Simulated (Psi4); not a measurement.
# UPBE-D3(0)/6-311++G(3df,3pd) (density fitting) run of SiH3Cl (SMILES [H][Si]([H])([H])Cl)

What is the vertical electron affinity of SiH3Cl at UPBE-D3(0)/6-311++G(3df,3pd) (density fitting)? 

Program for the calculation: Psi4 1.11.

5 further runs of the same task are left out: 1 that didn't finish, 4 set aside as unsound or not needed.

## 1. The molecule

SiH3Cl has 5 atoms, charge 0, and is taken as a singlet. As SMILES, `[H][Si]([H])([H])Cl`. The coordinates come from a GFN2-xTB relaxation.

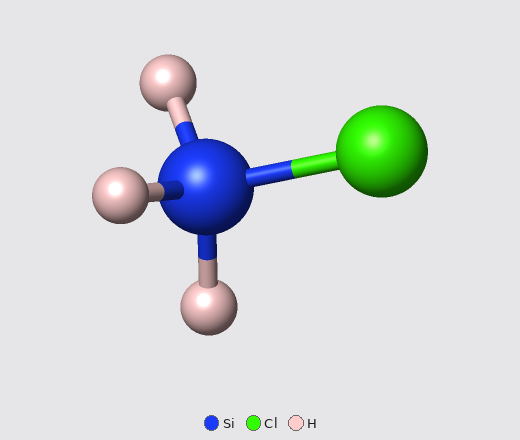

Viewed from a chosen angle; silicon blue, chlorine green, hydrogen pink.

## 2. A single-point energy at UPBE-D3(0)/6-311++G(3df,3pd) (density fitting)

The input, clh3si.xyz:

```xyz
5
ClH3Si
Si     0.000290     0.001940    -0.129410
Cl     0.010690    -0.020840     1.880630
H      1.382330     0.011210    -0.594910
H     -0.700750     1.203700    -0.566480
H     -0.692550    -1.196020    -0.589840
```

The input, job.py:

```python
import psi4

psi4.set_memory(1600000000)
psi4.set_num_threads(1)
psi4.set_output_file('run.log', False)

with open('clh3si.xyz') as f:
    atoms = ''.join(f.readlines()[2:])
m = psi4.geometry('0 1\n' + atoms + '')

psi4.set_options({
    'basis': '6-311++G(3df,3pd)',
    'reference': 'uks',
    'scf_type': 'mem_df',
})

e = psi4.energy('pbe-d3')
print(f'pbe-d3 energy: {e:.10f} Eh')
for k, v in sorted(psi4.core.scalar_variables().items()):
    print(f'{k:45s} {v:18.10f}')
```

Command:

```console
$ python job.py
```

run.log:

```text
[...]
  Running in c1 symmetry.
[...]
  Nuclear repulsion =   88.098848297496644
[...]
  Multiplicity = 1
[...]
  Nalpha       = 17
  Nbeta        = 17
[...]
    Number of basis functions: 148
[...]
   @DF-UKS iter   1:  -751.10900631528182   -1.15828e-01   3.26528e-03 ADIIS/DIIS
[...]
   @DF-UKS iter   7:  -751.21045954941917   -5.11035e-07   7.58207e-07 DIIS
[...]
   @S^2 Observed:               -4.263256415E-14
[...]
    Orbital Energies [Eh]
    ---------------------
    Alpha Occupied:
       1A   -100.689468     2A    -65.417563     3A     -9.184630
       4A     -7.007596     5A     -7.001676     6A     -7.001670
       7A     -5.075923     8A     -3.488462     9A     -3.484569
      10A     -3.484568    11A     -0.765735    12A     -0.501764
      13A     -0.360820    14A     -0.349037    15A     -0.348998
      16A     -0.283576    17A     -0.283410
    Alpha Virtual:
      18A     -0.039038    19A     -0.014504    20A      0.003089
      21A      0.003304    22A      0.027554    23A      0.027562
      24A      0.040592    25A      0.058194    26A      0.077488
[...]
  @DF-UKS Final Energy:  -751.21045954941917
   => Energetics <=
    Nuclear Repulsion Energy =             88.0988482974966445
    One-Electron Energy =               -1213.8014896741767643
    Two-Electron Energy =                 424.4444816614611682
    DFT Exchange-Correlation Energy =     -49.9512006470349732
    Empirical Dispersion Energy =          -0.0010991871652705
    VV10 Nonlocal Energy =                  0.0000000000000000
    Total Energy =                       -751.2104595494191699
[...]
 Multipole Moments:
 ------------------------------------------------------------------------------------
     Multipole            Electronic (a.u.)      Nuclear  (a.u.)        Total (a.u.)
 ------------------------------------------------------------------------------------
 L = 1.  Multiply by 2.5417464519 to convert [e a0] to [Debye]
 Dipole X            :          0.0302727           -0.0308509           -0.0005782
 Dipole Y            :         -0.0502833            0.0558927            0.0056094
 Dipole Z            :          4.6983998           -5.1222881           -0.4238883
 Magnitude           :                                                    0.4239258
[...]
```

Standard output:

```text
pbe-d3 energy: -751.2104595494 Eh
CURRENT ENERGY                                   -751.2104595494
CURRENT REFERENCE ENERGY                         -751.2104595494
DD SOLVATION ENERGY                                 0.0000000000
DFT FUNCTIONAL TOTAL ENERGY                      -751.2093603623
DFT TOTAL ENERGY                                 -751.2104595494
DFT VV10 ENERGY                                     0.0000000000
DFT XC ENERGY                                     -49.9512006470
DISPERSION CORRECTION ENERGY                       -0.0010991872
GRID ELECTRONS ALPHA                               16.9999994117
GRID ELECTRONS BETA                                16.9999994117
GRID ELECTRONS TOTAL                               33.9999988234
NUCLEAR REPULSION ENERGY                           88.0988482975
ONE-ELECTRON ENERGY                             -1213.8014896742
PBE-D3 DISPERSION CORRECTION ENERGY                -0.0010991872
PCM POLARIZATION ENERGY                             0.0000000000
PE ENERGY                                           0.0000000000
SCF ITERATION ENERGY                             -751.2104595494
SCF ITERATIONS                                      7.0000000000
SCF TOTAL ENERGY                                 -751.2104595494
TWO-ELECTRON ENERGY                               424.4444816615
XC GRID RADIAL POINTS                              75.0000000000
XC GRID SPHERICAL POINTS                          302.0000000000
XC GRID TOTAL POINTS                           109849.0000000000
```

Run time: 7.2 s. Hardware: 1 thread of INTEL XEON PLATINUM 8581C at 2.30GHz (Emerald Rapids), shared host; peak memory 0.68 GiB.

## 3. The doublet anion, same level

clh3si.xyz is that of step 2.

The input, job.py:

```python
import psi4

psi4.set_memory('1600 MB')
psi4.set_num_threads(1)
psi4.set_output_file('psi4.out', False)

with open('clh3si.xyz') as f:
    atoms = ''.join(f.readlines()[2:])
molecule = psi4.geometry('-1 2\n' + atoms + '')

psi4.set_options({
    'basis': '6-311++G(3df,3pd)',
    'reference': 'uks',
    'scf_type': 'mem_df',
})

energy_value, wavefunction = psi4.energy('pbe-d3', molecule=molecule, return_wfn=True)
print(f'pbe-d3 energy: {energy_value:.10f} Eh')
for k, v in sorted(psi4.core.scalar_variables().items()):
    print(f'{k:45s} {v:18.10f}')
```

Command:

```console
$ python job.py
```

psi4.out:

```text
[...]
  Running in c1 symmetry.
[...]
  Nuclear repulsion =   88.098848297496644
[...]
  Multiplicity = 2
[...]
  Nalpha       = 18
  Nbeta        = 17
[...]
    Number of basis functions: 148
[...]
   @DF-UKS iter   1:  -750.90464545821408    8.85329e-02   4.40536e-03 ADIIS/DIIS
[...]
   @DF-UKS iter  11:  -751.18217675226458   -3.67979e-07   4.05917e-07 DIIS
[...]
   @S^2 Observed:                7.504876708E-01
[...]
    Orbital Energies [Eh]
    ---------------------
    Alpha Occupied:
       1A   -100.522515     2A    -65.241901     3A     -9.018651
       4A     -6.841163     5A     -6.835870     6A     -6.835864
       7A     -4.900040     8A     -3.312510     9A     -3.308864
      10A     -3.308862    11A     -0.602636    12A     -0.333950
      13A     -0.196262    14A     -0.184854    15A     -0.184840
      16A     -0.121059    17A     -0.120901    18A      0.088853
    Alpha Virtual:
      19A      0.100818    20A      0.129169    21A      0.129239
      22A      0.138461    23A      0.138541    24A      0.139381
      25A      0.172928    26A      0.177359    27A      0.177378
[...]
  @DF-UKS Final Energy:  -751.18217675226458
   => Energetics <=
    Nuclear Repulsion Energy =             88.0988482974966445
    One-Electron Energy =               -1219.4893828075082638
    Two-Electron Energy =                 430.2871455921280130
    DFT Exchange-Correlation Energy =     -50.0776886472156662
    Empirical Dispersion Energy =          -0.0010991871652705
    VV10 Nonlocal Energy =                  0.0000000000000000
    Total Energy =                       -751.1821767522645814
[...]
 Multipole Moments:
 ------------------------------------------------------------------------------------
     Multipole            Electronic (a.u.)      Nuclear  (a.u.)        Total (a.u.)
 ------------------------------------------------------------------------------------
 L = 1.  Multiply by 2.5417464519 to convert [e a0] to [Debye]
 Dipole X            :          0.0397083           -0.0308509            0.0088574
 Dipole Y            :         -0.0751463            0.0558927           -0.0192535
 Dipole Z            :          6.8244127           -5.1222881            1.7021246
 Magnitude           :                                                    1.7022565
[...]
```

The script printed:

```text
pbe-d3 energy: -751.1821767523 Eh
CURRENT ENERGY                                   -751.1821767523
CURRENT REFERENCE ENERGY                         -751.1821767523
DD SOLVATION ENERGY                                 0.0000000000
DFT FUNCTIONAL TOTAL ENERGY                      -751.1810775651
DFT TOTAL ENERGY                                 -751.1821767523
DFT VV10 ENERGY                                     0.0000000000
DFT XC ENERGY                                     -50.0776886472
DISPERSION CORRECTION ENERGY                       -0.0010991872
GRID ELECTRONS ALPHA                               18.0000276055
GRID ELECTRONS BETA                                16.9999993818
GRID ELECTRONS TOTAL                               35.0000269873
NUCLEAR REPULSION ENERGY                           88.0988482975
ONE-ELECTRON ENERGY                             -1219.4893828075
PBE-D3 DISPERSION CORRECTION ENERGY                -0.0010991872
PCM POLARIZATION ENERGY                             0.0000000000
PE ENERGY                                           0.0000000000
SCF ITERATION ENERGY                             -751.1821767523
SCF ITERATIONS                                     11.0000000000
SCF TOTAL ENERGY                                 -751.1821767523
TWO-ELECTRON ENERGY                               430.2871455921
XC GRID RADIAL POINTS                              75.0000000000
XC GRID SPHERICAL POINTS                          302.0000000000
XC GRID TOTAL POINTS                           109849.0000000000
```

Wall time 9.6 s (1 thread of INTEL XEON PLATINUM 8581C at 2.30GHz (Emerald Rapids), shared host); peak memory 0.68 GiB.

## 4. Outcome

At UPBE-D3(0)/6-311++G(3df,3pd) (density fitting):

| quantity | value |
| --- | --- |
| singlet SiH3Cl: total energy | -751.21046 Eh |
| singlet SiH3Cl: dipole moment | 1.08 D |
| singlet SiH3Cl: HOMO energy | -7.71 eV |
| singlet SiH3Cl: LUMO energy | -1.06 eV |
| singlet SiH3Cl: HOMO–LUMO gap | 6.65 eV |
| singlet SiH3Cl: dispersion energy | -2.89 kJ/mol |
| doublet anion: total energy | -751.18218 Eh |
| doublet anion: HOMO energy (highest over α and β) | 2.42 eV |
| doublet anion: LUMO energy (lowest over α and β) | 2.74 eV |
| doublet anion: dispersion energy | -2.89 kJ/mol |
| doublet anion: ⟨S²⟩ | 0.750 |
| vertical electron affinity (to the doublet anion) | -0.770 eV |

In words: The anion lies 0.77 eV (17.7 kcal/mol) above the neutral: the electron isn't bound at this level, and such a value depends on the basis. The HOMO (doublet anion) lies at positive energy, 2.42 eV, as semi-local functionals often give for anions; only total energies tell whether the electron is bound.
